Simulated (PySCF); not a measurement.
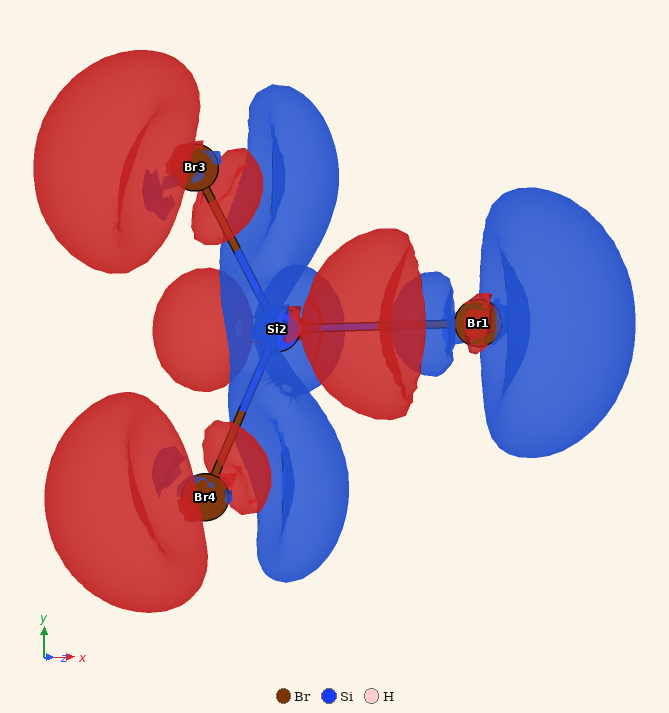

*Br$_{3}$HSi, SMILES `Br[SiH](Br)Br`. Change of the electron density in a uniform field of 0.21 V/Å, surfaces at ±0.0015 e/Å³ (red: gain, blue: loss).*

Method: PBE/def2-TZVP; geometry: GFN2-xTB; program: PySCF. No frequency check shows the geometry to be a minimum. A basis without diffuse functions makes polarisabilities too small. GFN2-xTB bond lengths at metals and heavier atoms can be off by up to 0.1 Å and shapes distorted, which carries into these values.

### Along which Cartesian direction does the field point?

Along +x: electrons gather on the −x side, against the field.

### How large is the response?

The induced dipole is 0.95 D (along the field); α along this axis, from the fields in both directions, is 93 bohr³ (13.8 Å³).

### Which atoms gain and lose the most charge?

Electrons gather most on Br3 (Hirshfeld charge changes by −0.016 e) and leave Br1 most (+0.031 e); 0.069 electrons are displaced in all.

The PySCF run took 77 s on 1 thread of Arm Neoverse V2, with other jobs on the host, peak memory 0.65 GiB.
